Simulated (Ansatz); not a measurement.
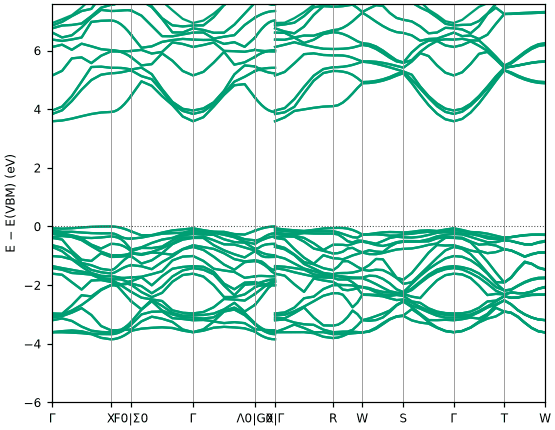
Fig. 1. Band structure from DFT-PBEsol with spin–orbit coupling in the program Ansatz with PAW potentials

Task: Read off the gap and where the band edges lie.

Result: About 3.6 eV (3.59 eV by a search for the band edges); maximum at X, minimum at Γ.

The material is SrZrO$_{3}$ in space group Imma (No. 74; Sr on 4e, Zr on 4a, O on 4e, O on 8g).

The first step of the workflow began from a Materials Project structure, measured or hypothetical; the Crystallography Open Database copy checked does not list it. COD files the formula under space group No. 62, 63, 221. Whether it is the stable phase at ambient conditions was not checked. The cell was relaxed with PBEsol under the symmetry of its start; whether a distortion lowers the energy is not shown. The run is not spin-polarised.

Potentials: the later of the program's two PAW sets.
